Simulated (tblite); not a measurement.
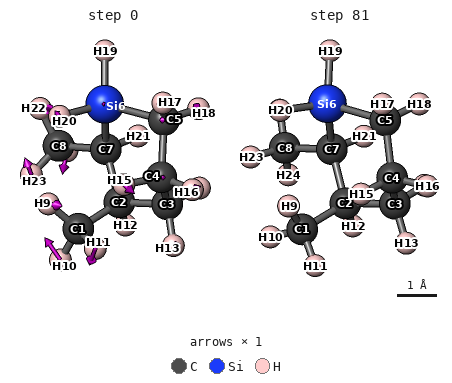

The structure of C7H16Si before (left) and after (right) a relaxation, at one scale. The purple arrows give the displacements, at their true length.

Style: ball-and-stick. Shown from a free direction.

Theory: tblite, GFN2-xTB geometry optimisation, gas phase. 

Question: Describe what moved and what it gained.

Answer: The energy falls by 0.611 eV in 81 geometry steps. The atom that moves furthest after the best rigid fit is an H atom (0.75 Å). By element the largest moves are H 0.75 Å, C 0.16 Å, Si 0.09 Å. Near-neighbour distances that change, for instance: C–C 1.494 → 1.527 Å, C–H 1.127 → 1.094 Å, C–C 1.506 → 1.536 Å, C–Si 1.877 → 1.905 Å. Bond angles that change, for instance: C–C–Si 103.9° → 111.2°, H–C–H 112.2° → 106.4°, C–Si–H 107.3° → 112.3°. Groups turn about C–C by about 40°, C–C by about 35°.
